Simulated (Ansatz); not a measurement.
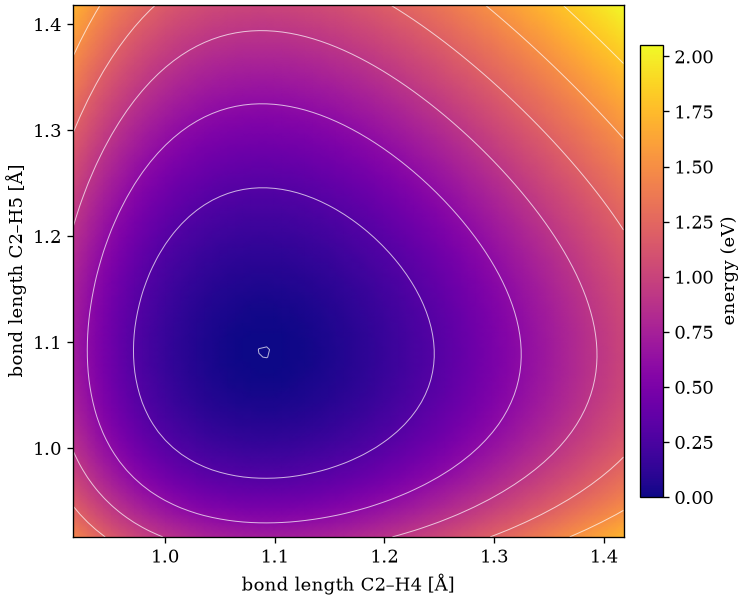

CH₂F₂, SMILES FCF. Coordinates scanned: (1) bond length C2–H4; (2) bond length C2–H5. Nothing is relaxed (all other coordinates rigid). The grid has 15 × 15 points; 120 points were computed and 105 follow by symmetry. Points are written as (first, second). Energies are in eV, from the lowest grid point. The calculation used RKS CAM-B3LYP-D4/def2-TZVP (Ansatz).

In the figure: a smooth colour map with a few white contour lines. Between grid points the surface is interpolated.

The lowest grid point is at (1.095 Å, 1.095 Å). It is the only kind of minimum in the scanned range. The highest grid point, (1.418 Å, 1.418 Å), lies 2.05 eV above the lowest. Round the minimum the contours are nearly round: the two directions are equally stiff and uncoupled.

The system is changed to CH2Cl2, SMILES ClCCl; the new grid has 13 × 13 points, laid about the new relaxed structure.

What will the new map look like?

The minimum (interpolated where it lies between grid points) moves from about (1.091 Å, 1.091 Å) to about (1.083 Å, 1.083 Å). The curvature at the minimum changes by less than a tenth (about 35) eV/Å² along bond length C2–H4 and by less than a tenth (about 35) eV/Å² along bond length C2–H5.

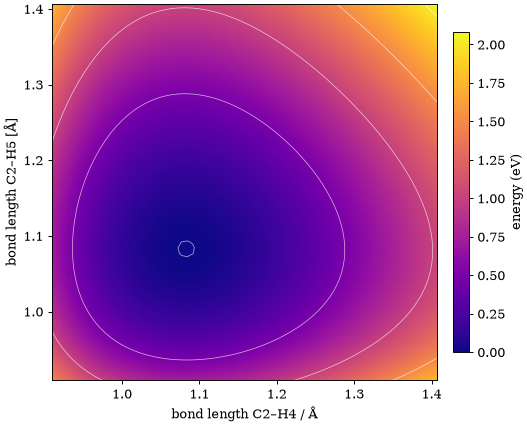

The map after the change, on a colour scale of its own. Drawn: a smooth colour map with a few white contour lines. Between grid points the surface is interpolated.
